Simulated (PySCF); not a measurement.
## Electronic structure of C5H14OSi3 (SMILES [SiH3]O[SiH2]/C=C/[SiH2]C1CC1) in real space

```xyz
23

Si    4.4194   -0.7871    0.5167
O     3.4898    0.4009   -0.0626
Si    2.3718    1.2125   -0.9134
C     0.6548    0.6047   -0.4380
C     0.3891   -0.2131    0.5801
Si   -1.3182   -0.8207    1.0920
C    -2.5153   -0.6394   -0.3508
C    -3.9837   -0.4474   -0.0960
C    -3.1720    0.6834   -0.6326
H     5.3608   -0.1173    1.4100
H     3.5676   -1.7397    1.2304
H     5.0813   -1.4324   -0.6162
H     2.6340    0.9658   -2.3340
H     2.5855    2.6110   -0.5375
H    -0.1744    0.9575   -1.0414
H     1.2247   -0.5558    1.1800
H    -1.8042   -0.0261    2.2310
H    -1.2496   -2.2358    1.4871
H    -2.2789   -1.2265   -1.2320
H    -4.6895   -0.9335   -0.7538
H    -4.3214   -0.3901    0.9280
H    -3.3176    0.9780   -1.6622
H    -2.9588    1.5131    0.0252
```

Geometry: GFN2-xTB.

These are results of PySCF 2.14.0, PBE0/pcSseg-1, SCF density, gas phase, non-relativistic, not measurements.

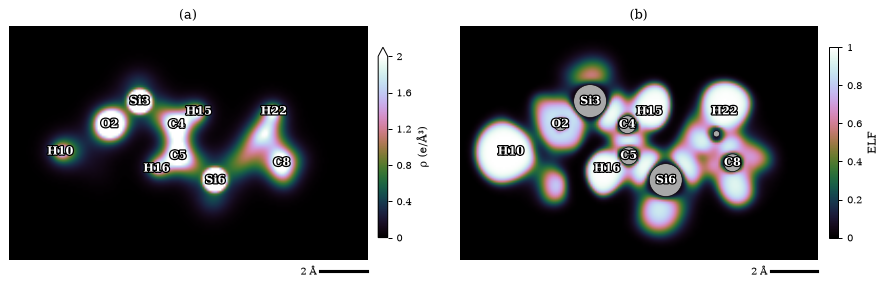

Figure 1. (a) electron density; (b) electron localisation function on the plane of atoms C5, C4 and H15. Grey discs cover the atomic cores in the ELF map.

Interpret the plot.

Answer.
- Atoms in the plane: O, Si, C and H.
- C–C (1.33 Å): ρ is about 2.3 e/Å³ halfway; the ELF peaks at about 0.90 between the atoms (a multiple bond).
- Si–O (1.62 Å): ρ at the midpoint is about 1.1 e/Å³; the ELF peaks at about 0.85 between the atoms: a polar covalent bond.
- C–Si (1.88 Å): the density is about 0.95 e/Å³ at the midpoint; the ELF peaks at about 0.95 between the atoms, as expected for a shared electron pair.
- C–H (1.08 Å): ρ is about 2 e/Å³ halfway; the ELF climbs to about 1 towards the hydrogen, as it does in any bond to H (a covalent bond by its length).
- The ELF also peaks beside O2, away from the bonds: lone-pair regions.

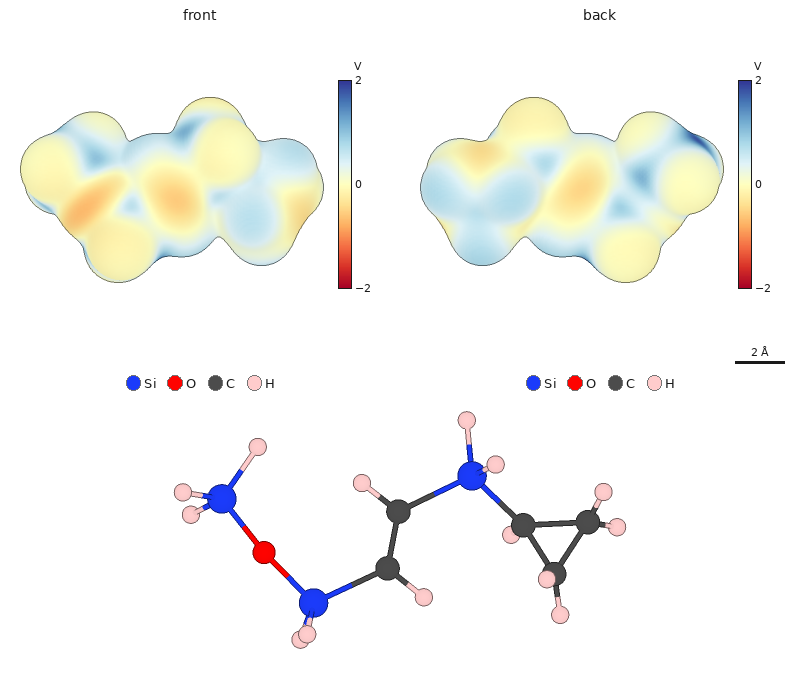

Figure 2. The electrostatic potential painted on the density surface at 0.002 e/bohr³, seen from the front and from behind; the colour scale runs from red (negative) to blue (positive). The bare structure is drawn below in the same view.

Where is the surface potential most negative and most positive?

Answer. The most negative region (about −0.7 V, or −16 kcal/mol for a unit charge) lies over O2, the most positive (about +1.6 V, or +37 kcal/mol for a unit charge) over Si1 and Si3.

What dipole moment does the calculation give?

Answer. Its dipole moment is 0.91 D.
